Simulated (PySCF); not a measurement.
Hydrogen telluride, H2Te, SMILES [TeH2], singlet at its CAM-B3LYP/def2-SVP optimised geometry (Å):

```
3

Te    -0.8212    -0.8303     0.0000
H      0.8394    -0.8303     0.0000
H     -0.8394     0.8303     0.0000
```

Calculation: CAM-B3LYP/def2-TZVP, def2 effective core potentials past Kr (PySCF). The core electrons that the potentials of Te replace are not part of the density. Cells within 0.4 Å of a nucleus heavier than hydrogen are left out (blank, or x).

Map of the deformation density (molecule minus spherical neutral atoms) (e/bohr³) on the plane z = 0.0 Å:

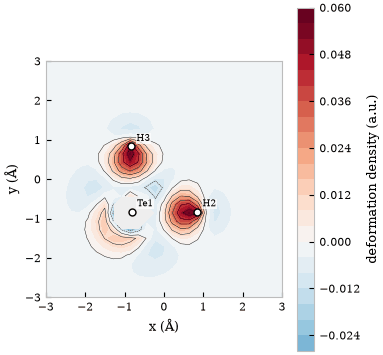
*Deformation density (molecule minus spherical neutral atoms) (e/bohr³) on the plane z = 0.0 Å.*
